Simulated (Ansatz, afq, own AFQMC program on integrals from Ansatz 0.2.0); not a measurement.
# SiHO (doublet): AFQMC on the coupled-cluster ladder as a fragment species, def2-TZVP

How near does AFQMC come to the top of the ladder for SiHO (doublet)?

Method: def2-TZVP, frozen cores; program: Ansatz 0.2.0, Gaussian basis, and an in-house AFQMC program (afq) on its integrals; all values are calculated.

Plan: PBE (unrestricted); CCSD(T) on UHF; r2SCAN (unrestricted); PBE0 (unrestricted); B3LYP (unrestricted); CCSDT(Q) on UHF; wB97M-V (unrestricted); B2PLYP (unrestricted); Phaseless AFQMC, CISD trial on UHF.

### 1 The system

The geometry is a PBE0/def2-SVP stationary point (not a proven minimum).

3 atoms, charge 0, spin multiplicity 2.

Atoms are counted from 1 here; the program's logs count them from 0.

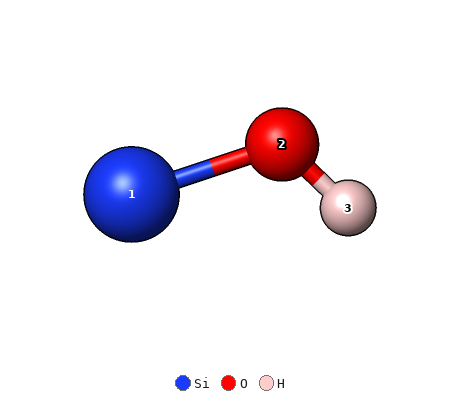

The structure; silicon blue, oxygen red, hydrogen pink; atoms are numbered from 1 in the order of the file.

### 2 PBE (unrestricted)

File in.yaml:

```yaml
crystal:
  periodic: [false, false, false]
  atoms:
    - {symbol: Si, position_ang: [-0.232664, -0.734640, 0.530031]}
    - {symbol: O, position_ang: [1.081118, 0.193983, 0.082603]}
    - {symbol: H, position_ang: [1.942846, -0.037344, 0.451265]}
basis:
  gaussian: {orbitals: def2-TZVP}
magnetization: {spin_polarized: true, initial_magnetization: 1}
hamiltonian: {xc: {name: PBE}}
output: {orbitals: {seedname: orbitals}}
```

Run with:

```console
$ ansatz run in.yaml --threads 1 --pin off --events-out ev --progress --plain --max-ram 5120MiB --backend cpu
```

Log:

```text
Functional definition: PBE
  name "PBE"
  cite "Perdew, Burke & Ernzerhof, Phys. Rev. Lett. 77, 3865 (1996) doi:10.1103/PhysRevLett.77.3865"
  parent pbe
  parameter kappa = 0.804
  parameter beta = 0.06672455060314922
  exchange = pbe_x(kappa = kappa, mu = beta*pi^2/3)
  correlation = pbe_c(beta = beta)
447 factors; their error is unknown
mean field evaluation 1: about -9928.3104 eV, gradient 4.5e1 eV
mean field evaluation 2: about -9841.9540 eV, gradient 1.3e2 eV
mean field evaluation 4: about -9934.6738 eV, gradient 5.6e0 eV
mean field evaluation 8: about -9934.8473 eV, gradient 1.4e-1 eV
mean field evaluation 16: about -9934.8474 eV, gradient 1.9e-5 eV
mean field evaluation 32: about -9934.5046 eV, gradient 4.5e-1 eV
mean field -9934.84736270 eV, -365.0989064979 hartree, gradient 2.2e-5 eV, S^2 0.755749; 4 other end points of the search recorded, 0 dependent functions left out
reference -9934.84739157 eV, -365.0989075589 hartree; 12, 11 occupied and 62, 63 virtual orbitals, 447 factors
Total energy: -9934.84739157 eV, -365.0989075589 hartree
```

Wall time 3.2 s (1 thread of AMD EPYC 7R13 (Zen 3), shared host); peak memory 1.6 GiB.

From the report: ⟨S²⟩ of the determinant 0.756 (pure doublet: 0.75).

### 3 CCSD(T) on UHF

Changes to in.yaml since step 2:

```diff
@@ -9,3 +9,2 @@
 magnetization: {spin_polarized: true, initial_magnetization: 1}
-hamiltonian: {xc: {name: PBE}}
-output: {orbitals: {seedname: orbitals}}
+correlation: {method: ccsd_t, electrons: outside_noble_gas, hamiltonian_folder: ham}
```

Run with:

```console
$ ansatz run in.yaml --threads 1 --pin off --events-out ev --progress --plain --max-ram 15360MiB --backend cuda --devices 0, --max-vram 18GiB
```

Log, shortened:

```text
Functional definition: HF
  name "HF"
  cite "Fock, Z. Phys. 61, 126 (1930) doi:10.1007/BF01340294"
  parent pbe
[...]
470 factors; integrals over basis functions are off by at most 1.3e-3 eV
[...]
mean field -9915.85670681 eV, -364.4010127663 hartree, gradient 3.0e-6 eV, S^2 0.777272; 9 other end points of the search recorded, 0 dependent functions left out
determinant -9915.85670681 eV, -364.4010127663 hartree, with singles and doubles -9924.94720893 eV, -364.7350825572 hartree
determinant -9915.53143878 eV, -364.3890593864 hartree, with singles and doubles -9924.59617593 eV, -364.7221823326 hartree
determinant -9915.85670681 eV, -364.4010127663 hartree, with singles and doubles -9924.90224196 eV, -364.7334300518 hartree
determinant -9915.53143878 eV, -364.3890593864 hartree, with singles and doubles -9924.54966231 eV, -364.7204729886 hartree
6 core orbitals not correlated: weight in the atoms' cores, before any rotation towards them, 1.000 or more for the frozen orbitals, at most 0.000 for the correlated occupied ones
reference -9915.85670681 eV, -364.4010127663 hartree; 6, 5 occupied and 62, 63 virtual orbitals, 470 factors
second order -8.58449991 eV of doubles, -0.00000000 eV of singles
cycle   1  -9.04553592 eV  change   -7.7e-7 eV  update   2.8e-6
perturbative correction -0.34171759 eV, -0.0125578898 hartree
Total energy: -9925.24396032 eV, -364.7459879698 hartree
```

It took 6.1 s on 1 × NVIDIA H100 80GB HBM3 with 1 thread of AMD EPYC 7R13 (Zen 3), shared host; peak host memory 1.6 GiB.

From the report: ⟨S²⟩ of the determinant 0.777 (pure doublet: 0.75); correlation -9.3873 eV; T1 0.020; largest double amplitude 0.09.

This run also writes the integrals to the folder ham.

### 4 r2SCAN (unrestricted)

Changes to in.yaml since step 3:

```diff
@@ -9,2 +9,2 @@
 magnetization: {spin_polarized: true, initial_magnetization: 1}
-correlation: {method: ccsd_t, electrons: outside_noble_gas, hamiltonian_folder: ham}
+hamiltonian: {xc: {name: r2SCAN}}
```

Run with:

```console
$ ansatz run in.yaml --threads 1 --pin off --events-out ev --progress --plain --max-ram 5120MiB --backend cpu
```

Log:

```text
Functional definition: r2SCAN
  name "r2SCAN"
  cite "Furness, Kaplan, Ning, Perdew & Sun, J. Phys. Chem. Lett. 11, 8208 (2020) doi:10.1021/acs.jpclett.0c02405"
  cite "Furness, Kaplan, Ning, Perdew & Sun, J. Phys. Chem. Lett. 11, 9248 (2020) doi:10.1021/acs.jpclett.0c03077"
  parent r2scan
  parameter k0 = 0.174
  parameter k1 = 0.065
  parameter a1 = 4.9479
  exchange = r2scan_x(k0 = k0, k1 = k1, a1 = a1)
  correlation = r2scan_c
447 factors; their error is unknown
mean field evaluation 1: about -9933.5591 eV, gradient 4.1e1 eV
mean field evaluation 2: about -9871.7614 eV, gradient 1.1e2 eV
mean field evaluation 4: about -9939.0953 eV, gradient 3.8e0 eV
mean field evaluation 8: about -9939.1705 eV, gradient 5.5e-2 eV
mean field evaluation 16: about -9939.1625 eV, gradient 4.6e-5 eV
mean field evaluation 32: about -9938.7883 eV, gradient 4.2e-6 eV
mean field -9939.16249959 eV, -365.2574848536 hartree, gradient 1.2e-5 eV, S^2 0.761807; 4 other end points of the search recorded, 0 dependent functions left out
reference -9939.16251005 eV, -365.2574852379 hartree; 12, 11 occupied and 62, 63 virtual orbitals, 447 factors
Total energy: -9939.16251005 eV, -365.2574852379 hartree
```

Wall time 7.5 s (1 thread of AMD EPYC 7R13 (Zen 3), shared host); peak memory 1.6 GiB.

From the report: ⟨S²⟩ of the determinant 0.762 (pure doublet: 0.75).

### 5 PBE0 (unrestricted)

Changes to in.yaml since step 4:

```diff
@@ -9,2 +9,3 @@
 magnetization: {spin_polarized: true, initial_magnetization: 1}
-hamiltonian: {xc: {name: r2SCAN}}
+hamiltonian: {xc: {name: PBE0}}
+output: {orbitals: {seedname: orbitals}}
```

Same command.

Log:

```text
Functional definition: PBE0
  name "PBE0"
  cite "Adamo & Barone, J. Chem. Phys. 110, 6158 (1999) doi:10.1063/1.478522"
  cite "Perdew, Burke & Ernzerhof, Phys. Rev. Lett. 77, 3865 (1996) doi:10.1103/PhysRevLett.77.3865"
  parent pbe
  parameter a = 0.25
  parameter kappa = 0.804
  parameter beta = 0.06672455060314922
  exchange = (1 - a)*pbe_x(kappa = kappa, mu = beta*pi^2/3) + a*exact_x
  correlation = pbe_c(beta = beta)
463 factors; their error is unknown
mean field evaluation 1: about -9930.6584 eV, gradient 3.8e1 eV
mean field evaluation 2: about -9905.8242 eV, gradient 8.4e1 eV
mean field evaluation 4: about -9935.3948 eV, gradient 1.7e0 eV
mean field evaluation 8: about -9935.4458 eV, gradient 3.0e-2 eV
mean field evaluation 16: about -9935.4458 eV, gradient 1.7e-5 eV
mean field -9935.44579599 eV, -365.1208985155 hartree, gradient 9.0e-6 eV, S^2 0.758336; 1 other end points of the search recorded, 0 dependent functions left out
reference -9935.44581768 eV, -365.1208993128 hartree; 12, 11 occupied and 62, 63 virtual orbitals, 463 factors
Total energy: -9935.44581768 eV, -365.1208993128 hartree
```

Wall time 2.6 s (1 thread of AMD EPYC 7R13 (Zen 3), shared host); peak memory 1.6 GiB.

From the report: ⟨S²⟩ of the determinant 0.758 (pure doublet: 0.75).

### 6 B3LYP (unrestricted)

Changes to in.yaml since step 5:

```diff
@@ -9,3 +9,2 @@
 magnetization: {spin_polarized: true, initial_magnetization: 1}
-hamiltonian: {xc: {name: PBE0}}
-output: {orbitals: {seedname: orbitals}}
+hamiltonian: {xc: {name: B3LYP}}
```

The command is unchanged.

Log, shortened:

```text
Functional definition: B3LYP
  name "B3LYP"
  cite "Stephens, Devlin, Chabalowski & Frisch, J. Phys. Chem. 98, 11623 (1994) doi:10.1021/j100096a001"
  cite "Becke, Phys. Rev. A 38, 3098 (1988) doi:10.1103/PhysRevA.38.3098"
  cite "Lee, Yang & Parr, Phys. Rev. B 37, 785 (1988) doi:10.1103/PhysRevB.37.785"
  cite "Vosko, Wilk & Nusair, Can. J. Phys. 58, 1200 (1980) doi:10.1139/p80-159"
[...]
456 factors; their error is unknown
[...]
mean field -9941.59456663 eV, -365.3468616689 hartree, gradient 1.8e-5 eV, S^2 0.755603; 1 other end points of the search recorded, 0 dependent functions left out
reference -9941.59473788 eV, -365.3468679620 hartree; 12, 11 occupied and 62, 63 virtual orbitals, 456 factors
Total energy: -9941.59473788 eV, -365.3468679620 hartree
```

Wall time 2 s (1 thread of AMD EPYC 7R13 (Zen 3), shared host); peak memory 1.6 GiB.

From the report: ⟨S²⟩ of the determinant 0.756 (pure doublet: 0.75).

### 7 CCSDT(Q) on UHF

Changes to in.yaml since step 6:

```diff
@@ -9,2 +9,2 @@
 magnetization: {spin_polarized: true, initial_magnetization: 1}
-hamiltonian: {xc: {name: B3LYP}}
+correlation: {method: ccsdt_q, electrons: outside_noble_gas}
```

Run with:

```console
$ ansatz run in.yaml --threads 1 --pin off --events-out ev --progress --plain --max-ram 15360MiB --backend cuda --devices 0, --max-vram 18GiB
```

Log, shortened:

```text
Functional definition: HF
  name "HF"
  cite "Fock, Z. Phys. 61, 126 (1930) doi:10.1007/BF01340294"
  parent pbe
[...]
909 factors; integrals over basis functions are off by at most 2.5e-7 eV
[...]
mean field -9915.85673447 eV, -364.4010137829 hartree, gradient 7.9e-6 eV, S^2 0.777272; 9 other end points of the search recorded, 0 dependent functions left out
determinant -9915.85673447 eV, -364.4010137829 hartree, with singles and doubles -9924.94725167 eV, -364.7350841280 hartree
determinant -9915.53146823 eV, -364.3890604687 hartree, with singles and doubles -9924.59621882 eV, -364.7221839087 hartree
determinant -9915.85673447 eV, -364.4010137829 hartree, with singles and doubles -9924.90226618 eV, -364.7334309418 hartree
determinant -9915.53146823 eV, -364.3890604687 hartree, with singles and doubles -9924.54968795 eV, -364.7204739309 hartree
6 core orbitals not correlated: weight in the atoms' cores, before any rotation towards them, 1.000 or more for the frozen orbitals, at most 0.000 for the correlated occupied ones
reference -9915.85673447 eV, -364.4010137829 hartree; 6, 5 occupied and 62, 63 virtual orbitals, 909 factors
second order -8.58452068 eV of doubles, -0.00000000 eV of singles
cycle   1  -8.68040643 eV  change   -9.6e-2 eV  update   9.7e-2
[...]
cycle  18  -9.40416689 eV  change    7.7e-8 eV  update   6.8e-7
perturbative correction -0.02069494 eV, -0.0007605251 hartree
Total energy: -9925.28159631 eV, -364.7473710668 hartree
```

It took 10 s on 1 × NVIDIA H100 80GB HBM3 with 1 thread of AMD EPYC 7R13 (Zen 3), shared host; peak host memory 1.6 GiB.

From the report: ⟨S²⟩ of the determinant 0.777 (pure doublet: 0.75); correlation -9.4249 eV; T1 0.021; largest double amplitude 0.09.

### 8 wB97M-V (unrestricted)

Changes to in.yaml since step 7:

```diff
@@ -9,2 +9,3 @@
 magnetization: {spin_polarized: true, initial_magnetization: 1}
-correlation: {method: ccsdt_q, electrons: outside_noble_gas}
+hamiltonian: {xc: {name: wB97M-V}}
+output: {orbitals: {seedname: orbitals}}
```

Run with:

```console
$ ansatz run in.yaml --threads 1 --pin off --events-out ev --progress --plain --max-ram 5120MiB --backend cpu
```

Log, shortened:

```text
Functional definition: wB97M-V
  name "wB97M-V"
  cite "Mardirossian & Head-Gordon, J. Chem. Phys. 144, 214110 (2016) doi:10.1063/1.4952647"
  cite "Becke, J. Chem. Phys. 107, 8554 (1997) doi:10.1063/1.475007"
  cite "Vydrov & Van Voorhis, J. Chem. Phys. 133, 244103 (2010) doi:10.1063/1.3521275"
  # Of w^i u^j: cxij and so on, Table III.
[...]
  gx(w, u) = 1 - cx + cx01*u + cx10*w
  gss(w, u) = css00 + css04*u^4 + css10*w + css20*w^2 + css43*w^4*u^3
  gos(w, u) = cos00 + cos10*w + (cos20 + cos21*u)*w^2 + (cos60 + cos61*u)*w^6
[...]
      + integral(e_c_pw_mod_opposite_spin*gos(b97_w_opposite, b97_u_opposite)) + vv10(b, c)
447 factors; their error is unknown
100 factors; integrals over basis functions are off by at most 8.2e-5 eV
[...]
mean field -9939.90499690 eV, -365.2847711266 hartree, gradient 1.2e-5 eV, S^2 0.751809; 1 other end points of the search recorded, 0 dependent functions left out
reference -9939.90502743 eV, -365.2847722486 hartree; 12, 11 occupied and 62, 63 virtual orbitals, 447 factors
Total energy: -9939.90502743 eV, -365.2847722486 hartree
```

It took 11 s on 1 thread of AMD EPYC 7R13 (Zen 3), shared host; peak memory 1.6 GiB.

From the report: ⟨S²⟩ of the determinant 0.752 (pure doublet: 0.75).

### 9 B2PLYP (unrestricted)

Changes to in.yaml since step 8:

```diff
@@ -9,3 +9,3 @@
 magnetization: {spin_polarized: true, initial_magnetization: 1}
-hamiltonian: {xc: {name: wB97M-V}}
-output: {orbitals: {seedname: orbitals}}
+hamiltonian: {xc: {name: B2PLYP}}
+correlation: {electrons: outside_noble_gas}
```

Launched as before.

Log, shortened:

```text
Functional definition: B2PLYP
  name "B2PLYP"
  cite "Grimme, J. Chem. Phys. 124, 034108 (2006) doi:10.1063/1.2148954"
  cite "Becke, Phys. Rev. A 38, 3098 (1988) doi:10.1103/PhysRevA.38.3098"
  cite "Lee, Yang & Parr, Phys. Rev. B 37, 785 (1988) doi:10.1103/PhysRevB.37.785"
[...]
470 factors; integrals over basis functions are off by at most 1.3e-3 eV
[...]
mean field -9933.59881255 eV, -365.0530231261 hartree, gradient 6.4e-6 eV, S^2 0.761155; 2 other end points of the search recorded, 0 dependent functions left out
6 core orbitals not correlated: weight in the atoms' cores, before any rotation towards them, 1.000 or more for the frozen orbitals, at most 0.000 for the correlated occupied ones
reference -9933.59892058 eV, -365.0530270962 hartree; 6, 5 occupied and 62, 63 virtual orbitals, 470 factors
second order -10.54609691 eV of doubles, -0.00000000 eV of singles
Total energy: -9936.44636675 eV, -365.1576688128 hartree
```

Wall time 2.8 s (1 thread of AMD EPYC 7R13 (Zen 3), shared host); peak memory 1.7 GiB.

From the report: ⟨S²⟩ of the determinant 0.761 (pure doublet: 0.75).

### 10 Phaseless AFQMC, CISD trial on UHF

It reads the integrals that the CCSD(T) run on this determinant wrote.

Run with:

```console
$ afq ham --method phaseless --trial cisd --walkers 3400 --populations 20 --least-time 60 --time-step 0.005 --steps-per-block 50 --equilibration-blocks 28 --max-blocks 4000 --target-error 0.0002 --factor-cut 1e-05 --start spin_pure --seed 201 --release-times 0.24,0.51,0.99,1.62,2.4 --release-step 0.03 --release-every 3 --taylor-order 6
```

Log:

```text
orbitals 68  electrons 6 5  factors 466 of 470
reference energy -364.40101277 Eh
CCSD correlation -0.33241752 Eh in 12 cycles, weight of the determinant in the CISD state 0.8776
energy of the start -364.731744 Eh
 block  time / (1/Eh)  mean weight  energy / Eh
     1     0.250  0.9991  -364.731222
     2     0.500  1.0003  -364.736107
     3     0.750  1.0004  -364.739514
     4     1.000  1.0006  -364.741479
     5     1.250  1.0001  -364.742188
     6     1.500  1.0000  -364.744172
     7     1.750  1.0001  -364.745478
     8     2.000  1.0001  -364.747503
     9     2.250  0.9998  -364.746101
    10     2.500  0.9998  -364.746482
    11     2.750  1.0004  -364.747687
    13     3.250  1.0002  -364.746503
    15     3.750  1.0004  -364.746162
    17     4.250  0.9999  -364.747097
    19     4.750  0.9999  -364.747607
    21     5.250  1.0003  -364.746006
    23     5.750  0.9995  -364.746354
    25     6.250  1.0005  -364.747305
    27     6.750  0.9998  -364.746044
    29     7.250  0.9998  -364.746153
    31     7.750  1.0001  -364.747448
    33     8.250  1.0005  -364.747671
    35     8.750  0.9995  -364.746305
    37     9.250  1.0002  -364.746798
    39     9.750  1.0006  -364.745971
    41    10.250  1.0001  -364.745578
    43    10.750  1.0001  -364.746093
    45    11.250  0.9998  -364.746573
    47    11.750  0.9999  -364.746910
    49    12.250  1.0005  -364.748308
    51    12.750  0.9996  -364.746913
    53    13.250  0.9996  -364.748303
    55    13.750  0.9996  -364.746995
    57    14.250  0.9999  -364.745898
    59    14.750  0.9997  -364.748880
    61    15.250  1.0000  -364.746200
    63    15.750  1.0002  -364.748216
    65    16.250  0.9999  -364.747044
    67    16.750  1.0000  -364.746163
    69    17.250  1.0000  -364.745817
    71    17.750  1.0000  -364.746523
    73    18.250  1.0000  -364.747041
    75    18.750  0.9997  -364.745244
    77    19.250  0.9999  -364.745592
    79    19.750  0.9997  -364.746144
    81    20.250  1.0001  -364.746447
    83    20.750  0.9997  -364.746097
    85    21.250  1.0002  -364.744802
    87    21.750  0.9999  -364.747277
    89    22.250  1.0000  -364.746126
    91    22.750  0.9994  -364.745240
    93    23.250  1.0008  -364.748852
    95    23.750  1.0002  -364.746963
    97    24.250  0.9996  -364.747278
error from the spread of 20 populations
released: time / (1/Eh)  energy / Eh  error  mean overlap
  0.24  -364.746935  0.000167  0.9943
  0.51  -364.747146  0.000132  0.9912
  0.99  -364.747298  0.000165  0.9835
  1.62  -364.747310  0.000212  0.9788
  2.40  -364.747501  0.000378  0.9713
energy -364.746645 +/- 0.000195 Eh
```

Wall time 1.8 min (1 × NVIDIA H100 80GB HBM3 with 2 threads of AMD EPYC 7R13 (Zen 3), shared host); peak host memory 1.7 GiB.

Energy -9925.2618 ± 0.0053 eV. Caveats: constraint bias not in the error.

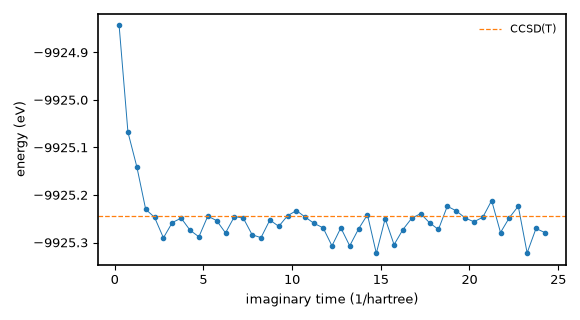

Block energies along the walk.

### 11 AFQMC on the ladder

On the UHF determinant, counted from CCSDT(Q) (a yardstick, not exact):

| level | energy (eV) | from CCSDT(Q) (kJ/mol) | statistical error (kJ/mol) | time |
| --- | --- | --- | --- | --- |
| HF | -9915.8567 | +909.4 |  |  |
| MP2 | -9924.4412 | +81.1 |  |  |
| CCSD | -9924.9022 | +36.6 |  |  |
| CCSD(T) | -9925.2440 | +3.6 |  |  |
| CCSDT(Q) | -9925.2816 | 0.0 |  |  |
| Phaseless AFQMC, CISD trial, step 0.005, 3400 walkers | -9925.2618 | +1.9 | 0.5 | 1.8 min |

The functionals' totals stand on their own zeros and serve differences with other points: PBE -9934.847 eV; r2SCAN -9939.163 eV; PBE0 -9935.446 eV; B3LYP -9941.595 eV; wB97M-V -9939.905 eV; B2PLYP -9936.446 eV.

### 12 Results

| quantity | value |
| --- | --- |
| CCSD(T) on UHF from CCSDT(Q) | +3.6 kJ/mol |
| Phaseless AFQMC, CISD trial on UHF from CCSDT(Q) | +1.9 ± 0.5 kJ/mol |

In words: On UHF the phaseless walk with the CISD trial lies +1.9 kJ/mol from CCSDT(Q), 4 times its error bar. Error bars are statistical and leave out the constraint, the time step and what remains of the start.
